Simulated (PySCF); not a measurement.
B(Br)2(Vi), SMILES C=CB(Br)Br at its PBE0/def2-SVP optimised geometry (Å):

```
8

B     -1.1841     0.2229     0.0000
Br    -2.1271     1.8856     0.0000
Br    -2.2037    -1.3976    -0.0011
C      0.3590     0.2229     0.0000
C      1.1094    -0.8913    -0.0050
H      0.8682     1.1938     0.0033
H      2.2037    -0.8536    -0.0058
H      0.6497    -1.8856    -0.0085
```

Method: PBE0/def2-TZVP (PySCF).

Map of the LUMO amplitude (bohr^(-3/2)) on the plane z = 0.8 Å; orbital energy -2.41 eV, overall sign arbitrary:

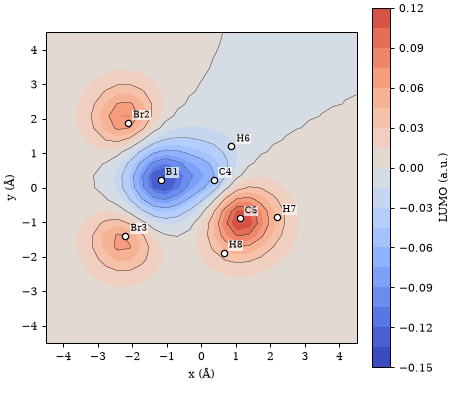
*LUMO amplitude (bohr^(-3/2)) on the plane z = 0.8 Å.*
